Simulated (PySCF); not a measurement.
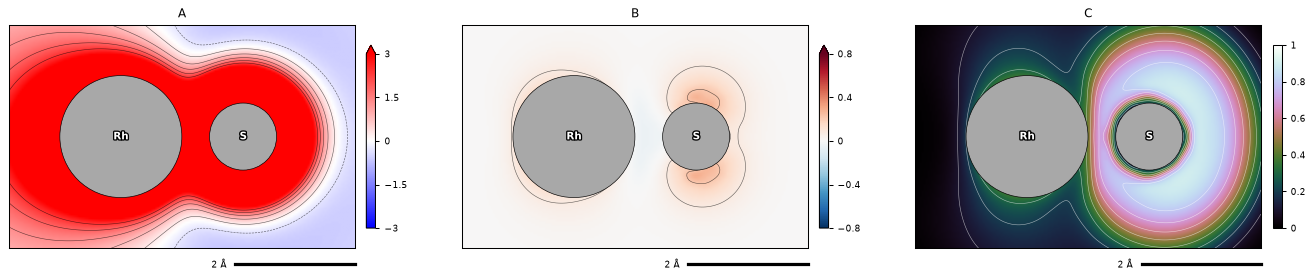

RhS (quartet): 3 fields on a plane that holds the molecular axis, with unlabelled colour scales. Grey discs cover the atomic cores.

Core potentials replace the inner electrons of Rh.

Method: PySCF, PBE0/def2-TZVPP, non-relativistic Hamiltonian with scalar-relativistic core potentials where named, at a bond length of 2.049 Å.

```yaml
atoms:
  - { symbol: Rh, position_ang: [0.0000, 0.0000, -0.4857] }
  - { symbol: S, position_ang: [0.0000, 0.0000, 1.5633] }
```

### The panels show electron localisation function, electrostatic potential and spin density in some order. Assign them.

Panel A: electrostatic potential (strongly positive close to the atoms, with negative regions outside electron-rich atoms). Panel B: spin density (confined to the atoms that carry the unpaired spin). Panel C: electron localisation function. From the grid: Rh–S (2.05 Å): the ELF peaks at about 0.70 in the valence shell of S, 0.8 Å from its nucleus, and is about 0.45 at the midpoint.
